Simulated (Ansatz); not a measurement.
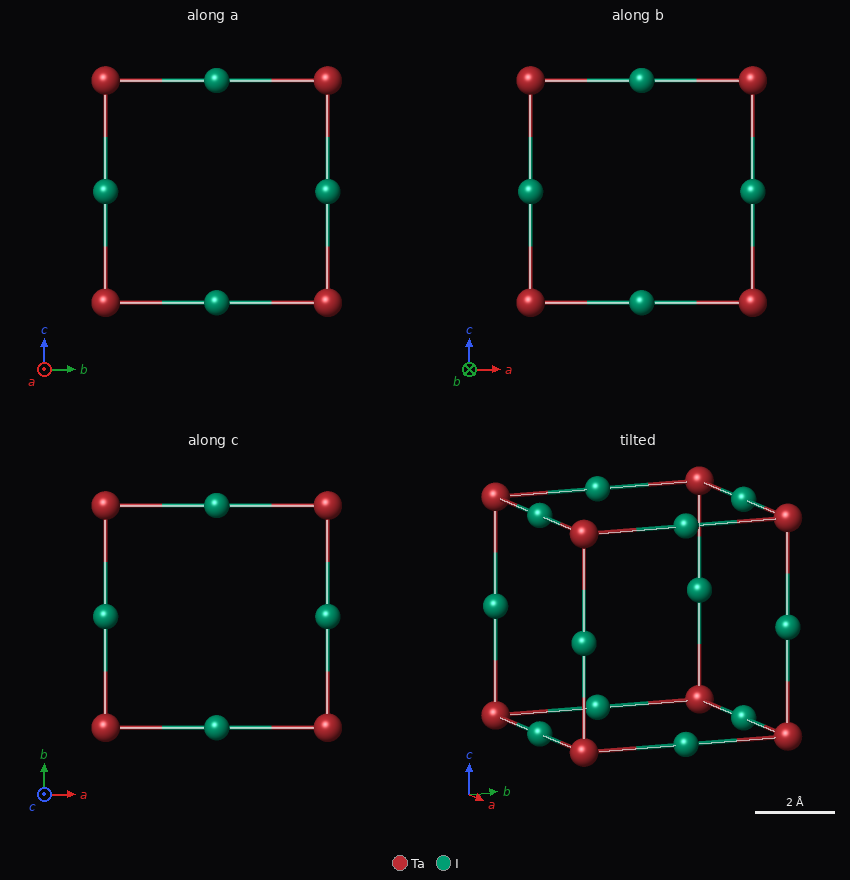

Drawn in the ball-and-stick manner and seen along the a axis, along the b axis, along the c axis and slightly off an axis. The conventional unit cell is drawn as a box.

Lattice parameters: a = 5.682 Å, b = 5.682 Å, c = 5.682 Å, α = 90.00°, β = 90.00°, γ = 90.00°. Put a along x and b in the xy plane.

Question: Record the structure as a POSCAR file.

Answer:
```
Ta I
1.0
     5.682    0.000    0.000
     0.000    5.682    0.000
     0.000    0.000    5.682
Ta I
1 3
Direct
  0.0000 0.0000 0.0000
  0.5000 0.0000 0.0000
  0.0000 0.0000 0.5000
  0.0000 0.5000 0.0000
```

The cell started as a structure type filled with these elements by a generator (whether the compound takes this form wasn't checked). The cell was then strained or its atoms displaced on purpose. The atoms were relaxed in a fixed cell with DFT PBE, scalar-relativistic, plane waves, PAW in Ansatz.
